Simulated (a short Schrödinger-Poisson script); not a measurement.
System: gated Al0.25Ga0.75As/GaAs δ-doped gas, at 300 K.

```csv
layer,material,thickness (nm),Na (cm⁻³)
1,Al0.25Ga0.75As,30,-
2,Al0.25Ga0.75As,10,-
3,GaAs,6000,5e15
```

The device is made up for the run: typed textbook-type constants, with dimensions and the other settings drawn at random. Al0.25Ga0.75As: permittivity 12.19, conduction-band edge (eV) 0.198, gap (eV) 1.736, electron mass (mₑ) 0.0878, Nv at 300 K (cm⁻³) 9e18. GaAs: permittivity 12.9, conduction-band edge (eV) 0, gap (eV) 1.424, Nv at 300 K (cm⁻³) 9e18.

Channel valleys (confinement mass, in-plane density-of-states mass, number): Γ 0.067, 0.067, 1. At the gate the conduction-band edge of layer 1 lies 0.95 eV − eVg above the Fermi level of the channel; the field vanishes at the back. Sheet of ionised δ-doping: +1.5e12 e/cm² at 30 nm from the gate. The barrier under the gate holds no holes. Gaps are held at their typed values at every temperature. Mesh 0.08 nm at interfaces.

Solved with a short Schrödinger-Poisson script written for these runs: 1D Poisson equation in equilibrium, electrons quantum, Hartree plus LDA exchange-correlation (BenDaniel-Duke, 40 states a valley, the channel's in-plane mass for all, wave functions free to enter the barrier), parabolic valleys, classical holes, full ionisation, no traps, pinning or gate leakage.

Only gate voltages with over 1e8 electrons/cm² are shown.

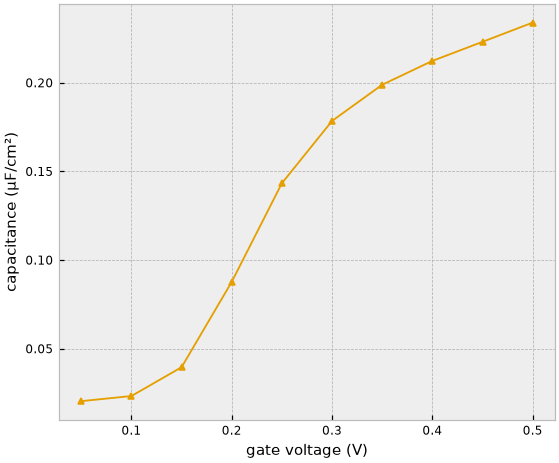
Fig. 1. Quasi-static capacitance against gate voltage

| Vg (V) | electrons (cm⁻²) | in the channel layer | C (μF/cm²) | Γ E0 (meV) | Γ E1 (meV) |
|---|---|---|---|---|---|
| 0.5 | 3.60e11 | 3.34e11 | 0.234 | 20.6 | 66.2 |
| 0.45 | 2.89e11 | 2.73e11 | 0.223 | 27.1 | 71.3 |
| 0.4 | 2.22e11 | 2.12e11 | 0.212 | 34.8 | 77.6 |
| 0.35 | 1.58e11 | 1.53e11 | 0.199 | 44.5 | 85.8 |
| 0.3 | 1.00e11 | 9.73e10 | 0.178 | 57.3 | 97.0 |
| 0.25 | 5.16e10 | 5.02e10 | 0.143 | 75.5 | 113.7 |
| 0.2 | 1.84e10 | 1.80e10 | 0.0877 | 102.9 | 139.8 |
| 0.15 | 4.21e9 | 4.12e9 | 0.0395 | 141.5 | 177.4 |
| 0.1 | 7.59e8 | 7.42e8 | 0.0233 | 186.1 | 221.3 |
| 0.05 | 1.30e8 | 1.27e8 | 0.0204 | 232.0 | 266.6 |

Subbands count from the Fermi level.
